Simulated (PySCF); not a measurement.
# BH2O (SMILES B[O]): USVWN5/STO-3G

What is the vertical doublet–quartet gap of BH2O at USVWN5/STO-3G? Input form: a Python script.

The results are computed with PySCF 2.14.0.

9 further runs of the same task are left out: 1 that didn't finish, 8 set aside as unsound or not needed.

## Step 1: Starting point

BH2O has 4 atoms, charge 0, and is taken as a doublet. As SMILES, `B[O]`. Geometry: relaxed at PBE0-D4/def2-TZVP.

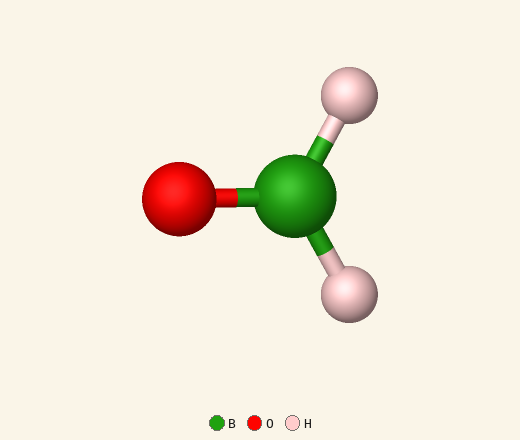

Viewed from a chosen angle; boron green, oxygen red, hydrogen pink.

## Step 2: The energy at USVWN5/STO-3G

calc.py

```python
from pyscf import gto, dft

mol = gto.M(
    atom='''
B     -0.002079    -0.019464    -0.028535
O      1.937536    -0.644019     1.279156
H     -1.989126    -1.110592     0.286482
H      0.158548     1.660124    -1.575276
''',
    basis='sto-3g',
    verbose=3,
    max_memory=1860,
    spin=1,
    unit='bohr',
)

mf = dft.UKS(mol, xc='svwn')
mf.conv_tol = 1e-10
mf.grids.level = 5
mf.kernel()
if not mf.converged:
    mf = mf.newton().run(mf.mo_coeff, mf.mo_occ)

e_tot = mf.e_tot
print('E = %.10f Eh' % e_tot)
```

Command:

```sh
$ OMP_NUM_THREADS=1 python calc.py
```

What it wrote:

```text
converged SCF energy = -99.0411690927702  <S^2> = 0.75452479  2S+1 = 2.0045197
E = -99.0411690928 Eh
```

It took 1.8 s on 1 thread of Arm Neoverse V1, shared host; peak memory 0.13 GiB.

## Step 3: The quartet

run.py

```python
from pyscf import gto, dft

system = gto.M(
    atom='B -0.001100 -0.010300 -0.015100; O 1.025300 -0.340800 0.676900; H -1.052600 -0.587700 0.151600; H 0.083900 0.878500 -0.833600',
    charge=0,
    max_memory=1860,
    verbose=3,
    basis='sto-3g',
    spin=3,
)

mf = dft.UKS(system)
mf.xc = 'svwn'
mf.conv_tol = 1e-10
mf.grids.level = 5
mf.kernel()
if not mf.converged:
    mf = mf.newton().run(mf.mo_coeff, mf.mo_occ)

etot = mf.e_tot
print('Final energy', etot)
```

Command:

```sh
$ OMP_NUM_THREADS=1 python run.py
```

What it wrote:

```text
WARN: HOMO 0.00366965848520762 >= LUMO -0.357675378516198

WARN: HOMO 0.0649921354375601 >= LUMO -0.200168909146787

WARN: HOMO 0.0530968076987004 >= LUMO -0.234738845622204

WARN: HOMO 0.0483977784059371 >= LUMO -0.224952285203571

WARN: HOMO 0.0497056690686422 >= LUMO -0.225647495030101

WARN: HOMO 0.0496672873194026 >= LUMO -0.22582803570587

WARN: HOMO 0.0496653937875127 >= LUMO -0.22582656748551

WARN: HOMO 0.0496653550842364 >= LUMO -0.22582770623439

WARN: HOMO 0.0496653071452664 >= LUMO -0.225827753488119

converged SCF energy = -98.7601492978928  <S^2> = 3.7506638  2S+1 = 4.0003319
Final energy -98.76014929789275
```

Wall time 1.7 s (1 thread of Arm Neoverse V1, shared host); peak memory 0.13 GiB.

## Step 4: Results

Level: USVWN5/STO-3G.

```
                                        quantity         value
                           doublet: total energy  -99.04117 Eh
                          doublet: dipole moment        0.41 D
     doublet: HOMO energy (highest over α and β)      -4.81 eV
      doublet: LUMO energy (lowest over α and β)      -3.00 eV
                                   doublet: ⟨S²⟩         0.755
                           quartet: total energy  -98.76015 Eh
                          quartet: dipole moment        0.83 D
                                   quartet: ⟨S²⟩         3.751
vertical energy of the quartet above the doublet      7.647 eV
```

What this shows: At this shape the quartet lies 7.65 eV (176 kcal/mol) above the doublet. In a minimal basis such a difference can be off by several eV, whatever the method.
